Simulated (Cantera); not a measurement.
Charge: 1 mol Fe, 3.4 mol H2S, a varied amount of CO, held at 1450 K and 0.390 bar.

Equilibrium computed with Cantera from the NASA thermochemical tables; the gas is ideal and each condensed phase is pure. Candidate condensed phases: C, C6H6, C7H8, C8H18, Fe, Fe(CO)5, FeO, Fe(OH)2, Fe(OH)3, FeS, FeSO4, FeS2, Fe2O3, Fe2(SO4)3, Fe3O4, H2O, H2SO4, S; 127 gas species. FeS: taken at fixed stoichiometry. Kinetics and transport are ignored.

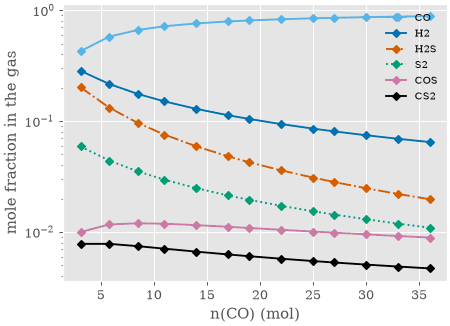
Equilibrium gas composition (values under 1e-9 drawn at 1e-9)

From 3.1 mol CO to 36 mol CO the condensed part is FeS(s).
